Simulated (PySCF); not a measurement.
```json
{"atom": "N", "x (Å)": "2.3667", "y (Å)": "-0.2889", "z (Å)": "0.5356"}
{"atom": "C", "x (Å)": "1.5522", "y (Å)": "0.5670", "z (Å)": "-0.3153"}
{"atom": "C", "x (Å)": "0.2076", "y (Å)": "-0.0996", "z (Å)": "-0.4935"}
{"atom": "F", "x (Å)": "0.3898", "y (Å)": "-1.1473", "z (Å)": "-1.4420"}
{"atom": "Si", "x (Å)": "-1.3128", "y (Å)": "0.9536", "z (Å)": "-1.1291"}
{"atom": "Si", "x (Å)": "-2.5560", "y (Å)": "-0.2809", "z (Å)": "0.4224"}
{"atom": "F", "x (Å)": "-3.3869", "y (Å)": "0.6407", "z (Å)": "1.4815"}
{"atom": "Si", "x (Å)": "-0.4269", "y (Å)": "-0.9514", "z (Å)": "1.1563"}
{"atom": "H", "x (Å)": "3.2651", "y (Å)": "0.1375", "z (Å)": "0.7370"}
{"atom": "H", "x (Å)": "2.5408", "y (Å)": "-1.1665", "z (Å)": "0.0568"}
{"atom": "H", "x (Å)": "2.0089", "y (Å)": "0.7779", "z (Å)": "-1.2964"}
{"atom": "H", "x (Å)": "1.4028", "y (Å)": "1.5173", "z (Å)": "0.2043"}
{"atom": "H", "x (Å)": "-1.0334", "y (Å)": "2.3757", "z (Å)": "-0.8855"}
{"atom": "H", "x (Å)": "-1.4538", "y (Å)": "0.7938", "z (Å)": "-2.5774"}
{"atom": "H", "x (Å)": "-3.6427", "y (Å)": "-1.1719", "z (Å)": "0.0119"}
{"atom": "H", "x (Å)": "0.1136", "y (Å)": "-0.2822", "z (Å)": "2.3387"}
{"atom": "H", "x (Å)": "-0.0421", "y (Å)": "-2.3628", "z (Å)": "1.1850"}
```

Geometry: GFN2-xTB.

The calculation used B3LYP/def2-SVPD, SCF density, gas phase (PySCF 2.14.0).

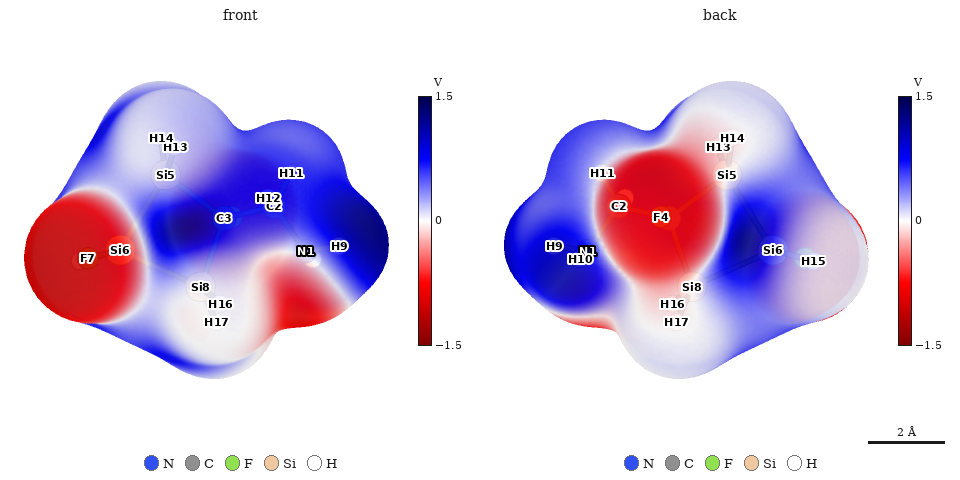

C₂H₉F₂NSi₃. The molecular electrostatic potential painted on the density surface at 0.001 e/bohr³, seen from the front and from behind; the colour scale runs from red (negative) to blue (positive).

Where is the surface potential most negative and most positive?

Answer. The most negative region (about −1.1 V) lies over F7, the most positive (about +1.3 V) over Si6 and H9.

What dipole moment does the calculation give?

Answer. Its dipole moment is 2.31 D.
